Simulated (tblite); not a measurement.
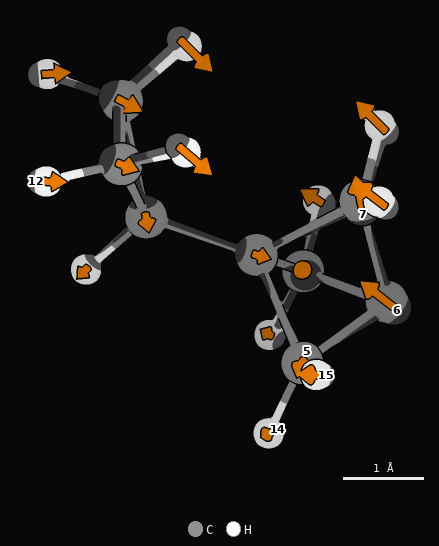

A relaxation of C8H11 (multiplicity 2). The starting structure is drawn faded, the final one solid; orange arrows show the displacements, 5 times their true length. The two geometries are superimposed by the best rigid fit.

A ball-and-stick model, seen from a free direction.

Level of theory: GFN2-xTB geometry optimisation, gas phase in tblite. 

Describe the change and its energy.

The atom that moves furthest after the best rigid fit is an H atom (0.13 Å). By element the largest moves are H 0.13 Å, C 0.12 Å. Some distances before and after: C–C 1.475 → 1.498 Å, C–H 1.107 → 1.086 Å, C–C 1.522 → 1.542 Å, C–C 1.513 → 1.498 Å. Among the angles between lasting bonds that change: C–C–C 78.8° → 70.6°, C–C–C 83.8° → 89.7°, C–C–C 129.9° → 124.9°. Over 40 geometry steps the energy falls by 13.3 kcal/mol.
